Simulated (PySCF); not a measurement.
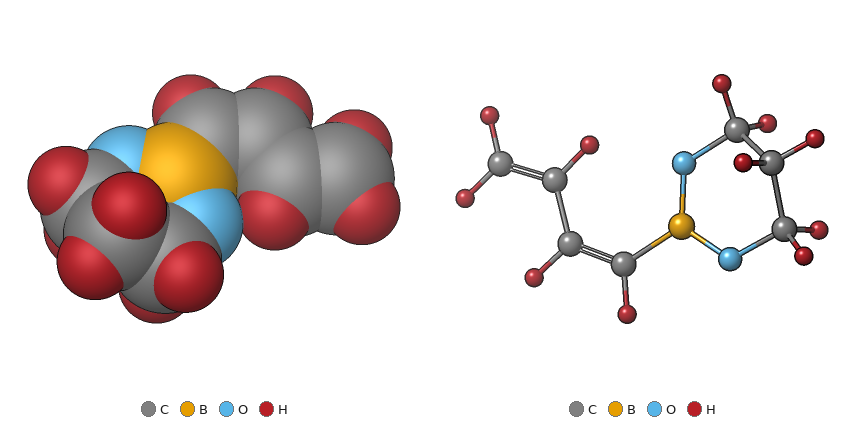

The same structure drawn twice, from different directions.

Computed geometry: PBE0-D3(BJ)/def2-SVP optimisation. No frequency run is at hand to confirm it as a minimum.

Question: Which formula does it have?

Answer: C7H11BO2, 21 atoms: 7 carbon, 11 hydrogen, 1 boron and 2 oxygen.

Question: Name functional groups in it.

Answer: Among them: alkene.

Question: Count the bonded pairs by element.

Answer: 11 C–H, 5 C–C, 2 B–O, 2 C–O, 1 C–B.

The parts below concern this one geometry. Atoms keep their numbers from picture to picture.

## Shape

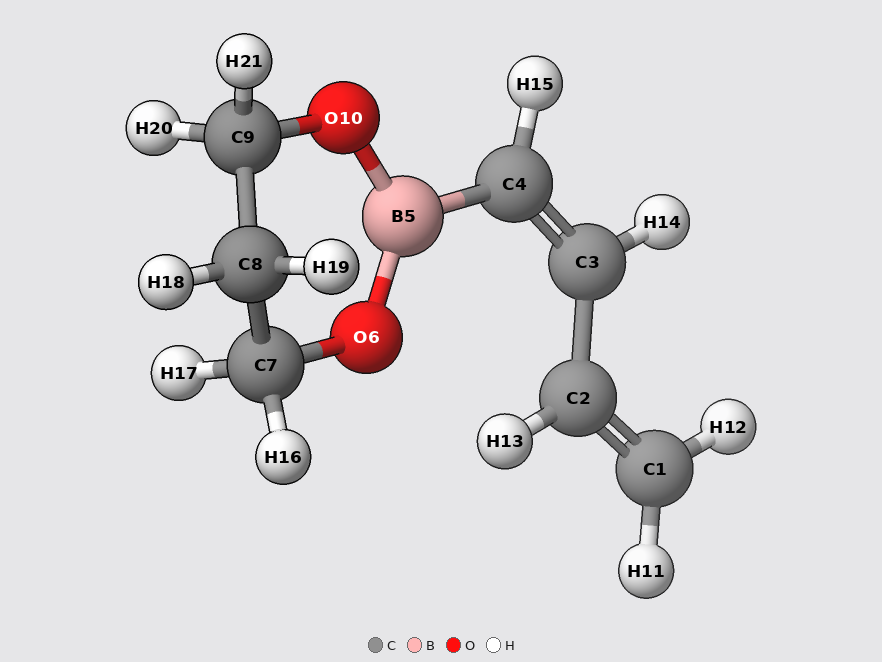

The atoms are numbered. No frequency run is at hand to confirm it as a minimum.

Give the bond lengths. Leave out bonds to hydrogen.

```json
{"bond": "C1–C2", "length (Å)": "1.342", "order": "double"}
{"bond": "C2–C3", "length (Å)": "1.454", "order": "single"}
{"bond": "C3–C4", "length (Å)": "1.352", "order": "double"}
{"bond": "C4–B5", "length (Å)": "1.558", "order": "single"}
{"bond": "B5–O6", "length (Å)": "1.369", "order": "single"}
{"bond": "B5–O10", "length (Å)": "1.368", "order": "single"}
{"bond": "O6–C7", "length (Å)": "1.410", "order": "single"}
{"bond": "C7–C8", "length (Å)": "1.516", "order": "single"}
{"bond": "C8–C9", "length (Å)": "1.516", "order": "single"}
{"bond": "C9–O10", "length (Å)": "1.408", "order": "single"}
```

## Charges

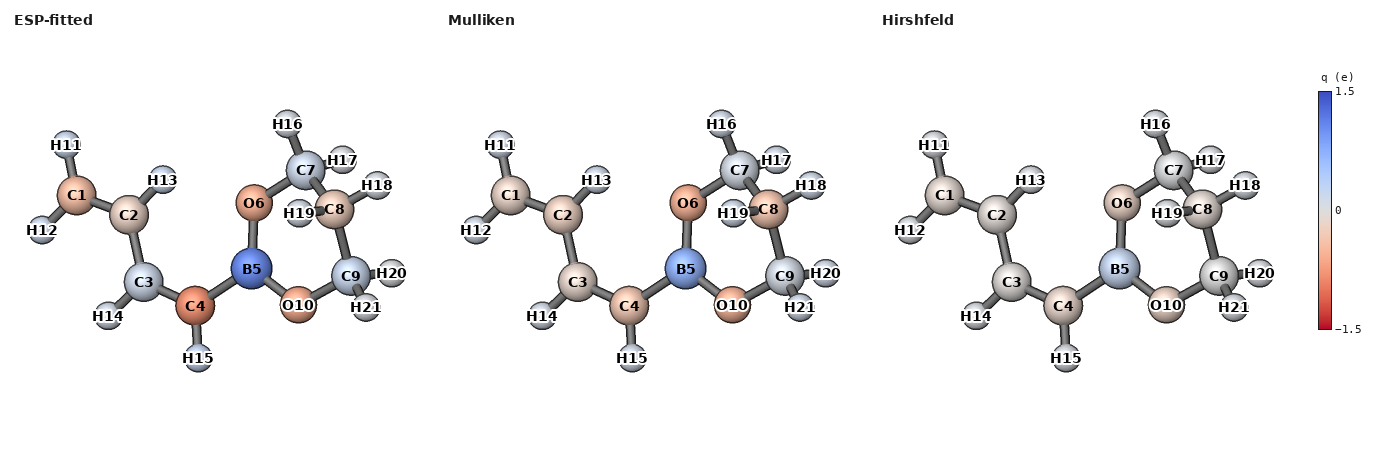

Atomic charges of one calculation by 3 schemes, on one colour scale. No frequency run is at hand to confirm it as a minimum. Computed with PBE0/pcSseg-1 (PySCF 2.14.0).

Question: Which scheme gives the most polar picture (largest mean size of the charges)?

Answer: The ESP-fitted charges are the largest in size here, and the Hirshfeld charges the smallest.

Question: On which atom do the schemes disagree most?

Answer: On B5 (from 0.23 to 1.02 e).

List the charges (e), one line for each set of equivalent atoms.

```
atom  ESP-fitted  Mulliken  Hirshfeld
  C1       −0.41     −0.16      −0.09
  C2       −0.19     −0.20      −0.05
  C3        0.15     −0.12      −0.03
  C4       −0.79     −0.32      −0.13
  B5        1.02      0.69       0.23
  O6       −0.54     −0.53      −0.17
  C7        0.16      0.08       0.01
  C8       −0.24     −0.34      −0.08
  C9        0.21      0.08       0.01
 O10       −0.58     −0.51      −0.18
 H11        0.18      0.12       0.05
 H12        0.17      0.12       0.04
 H13        0.18      0.14       0.04
 H14        0.11      0.10       0.04
 H15        0.22      0.11       0.04
 H16        0.06      0.13       0.05
 H17        0.04      0.11       0.04
 H18        0.06      0.13       0.05
 H19        0.09      0.14       0.04
 H20        0.03      0.11       0.04
 H21        0.05      0.13       0.05
```

## Dipole moment

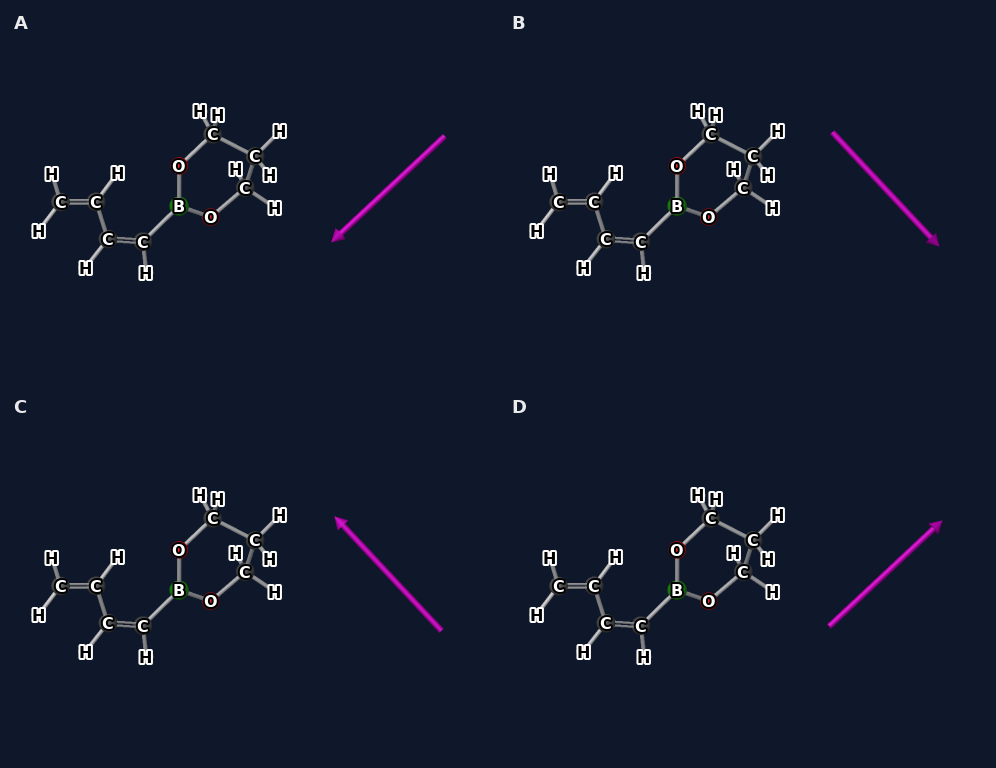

The same molecule four times, each with an arrow. No frequency run is at hand to confirm it as a minimum. Level of theory: B3LYP/pcSseg-1, gas phase (PySCF 2.14.0).

Question: Which arrow points along the dipole moment, from the negative to the positive end?

Answer: D. The dipole moment is 2.74 D.

## Excitation

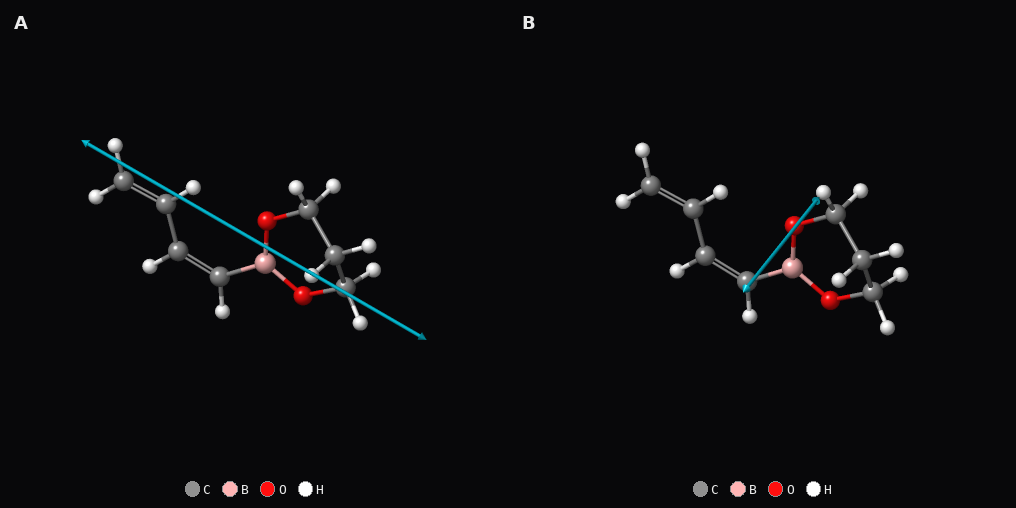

The double arrows show the directions of two transition dipoles from the ground state (lengths mean nothing). No frequency run is at hand to confirm it as a minimum. Method: TDDFT B3LYP/def2-SVPD, vertical, gas phase, core orbitals frozen in the response (PySCF 2.14.0).

Question: One belongs to singlet state 1 and one to singlet state 8. Which is which?

Answer: A: state 1, 5.06 eV (245 nm), oscillator strength 0.70, mainly HOMO → LUMO (weight 0.95).
B: state 8, 6.65 eV (186 nm), oscillator strength 0.020, mainly HOMO → LUMO+4 (weight 0.81).

Mulliken values depend strongly on the basis set and can even reverse the polarity of a bond.
